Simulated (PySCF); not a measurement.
## A study: CH7BO2Si, SMILES `OB(O)C[SiH3]`

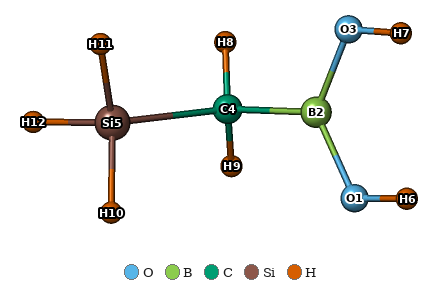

The molecule, with its atoms numbered as below. No frequency check shows the geometry to be a minimum.

Coordinates in Å:

```
O1      -1.5559    1.2042    0.1436
B2      -1.0171   -0.0027   -0.1752
O3      -1.5916   -1.1825    0.1799
C4       0.3595   -0.0337   -0.9399
Si5      1.8132    0.0037    0.2843
H6      -2.3758    1.1998    0.6395
H7      -2.4107   -1.1389    0.6752
H8       0.4417   -0.9326   -1.5477
H9       0.4488    0.8235   -1.6043
H10      1.7620    1.2064    1.1213
H11      1.7952   -1.1790    1.1510
H12      3.0621    0.0119   -0.4879
```

### 1. Bonding charge

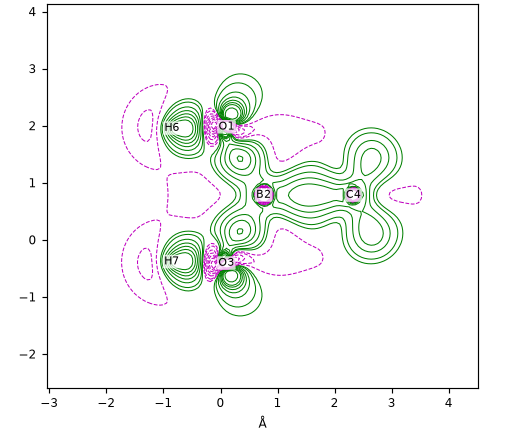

Deformation density (molecule less spherical, spin-averaged free atoms) in the plane of O1, B2, O3, C4, H6 and H7; contours at ±0.05 to ±0.8 e/Å³; solid green lines: gain, dashed magenta lines: loss.

Computed with PySCF, B3LYP/def2-SVP, geometry: GFN2-xTB.

Q: How much density has each bond in this plane gained at its critical point, relative to the free atoms?

A: O3–H7: +0.77 e/Å³ at the bond critical point (bond length 0.96 Å, Mayer order 1.0). O1–H6: +0.77 e/Å³ at the bond critical point (bond length 0.96 Å, Mayer order 1.0). B2–C4: +0.43 e/Å³ at the bond critical point (bond length 1.57 Å, Mayer order 1.0). B2–O3: +0.31 e/Å³ at the bond critical point (bond length 1.36 Å, Mayer order 1.5). O1–B2: +0.31 e/Å³ at the bond critical point (bond length 1.36 Å, Mayer order 1.5). In all, 2.7 electrons gather in the regions of gain relative to the promolecule.

Q: Where do the Hirshfeld charges lie?

A: The highest Hirshfeld charge is on Si5 (+0.34 e), the lowest on O1 (−0.25 e).

```json
{"atom": "O1", "charge (e)": "−0.25"}
{"atom": "B2", "charge (e)": "+0.23"}
{"atom": "O3", "charge (e)": "−0.25"}
{"atom": "C4", "charge (e)": "−0.23"}
{"atom": "Si5", "charge (e)": "+0.34"}
{"atom": "H6", "charge (e)": "+0.17"}
{"atom": "H7", "charge (e)": "+0.17"}
{"atom": "H8", "charge (e)": "+0.04"}
{"atom": "H9", "charge (e)": "+0.04"}
{"atom": "H10", "charge (e)": "−0.09"}
{"atom": "H11", "charge (e)": "−0.09"}
{"atom": "H12", "charge (e)": "−0.09"}
```

### 2. Local ionisation energy

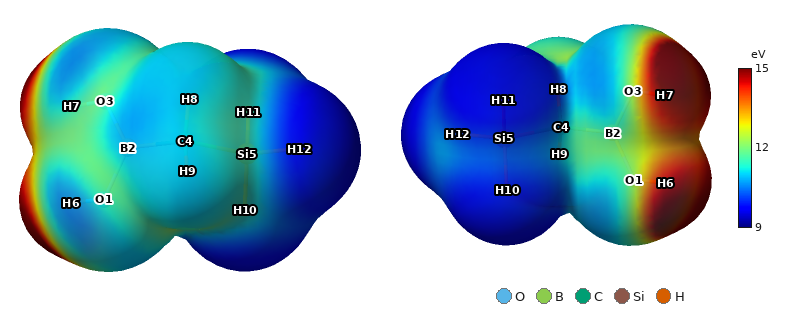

Average local ionisation energy on the surface of electron density 0.001 a.u. (back view left, front view right).

Q: Locate the minima of the map.

A: The lowest value is 9.4 eV, 1.5 Å from H12. Further minima include 10.6 eV, 1.8 Å from O3, and at like points elsewhere; 10.7 eV, near H9 (1.81 Å), H8 (1.90 Å) and C4 (1.97 Å). For comparison, the highest occupied orbital lies at −8.3 eV.

### 3. Excited states

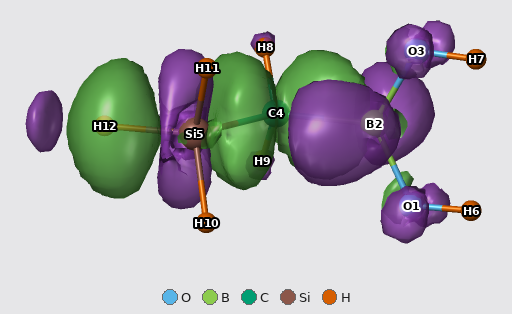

Unrelaxed difference density of T₂ less the ground state (TDHF triplet states), ±0.015 e/Å³; purple: gain, green: loss.

Level of theory: HF/6-31+G* (PySCF), at a geometry from GFN2-xTB.

Q: How does the charge move on excitation?

A: 0.65 e is displaced in all, of which about 0.3 e passes between atoms: C4 (0.20 e) and H12 (0.07 e) lose electrons and Si5 (0.11 e) and B2 (0.09 e) gain them. The state: 8.52 eV (146 nm), spin-forbidden from the singlet ground state, partly diffuse acceptor orbital; the leading pair carries 86 %; hole on C4 (31 %), Si5 (26 %) and H12 (21 %), electron on Si5 (36 %), B2 (21 %) and H12 (14 %) (atom shares of so diffuse an orbital are rough); their centroids lie 0.2 Å apart.

The PySCF runs shown took 35 s and 5.6 min on 1 thread of AMD EPYC (Zen 3), with other jobs on the host.
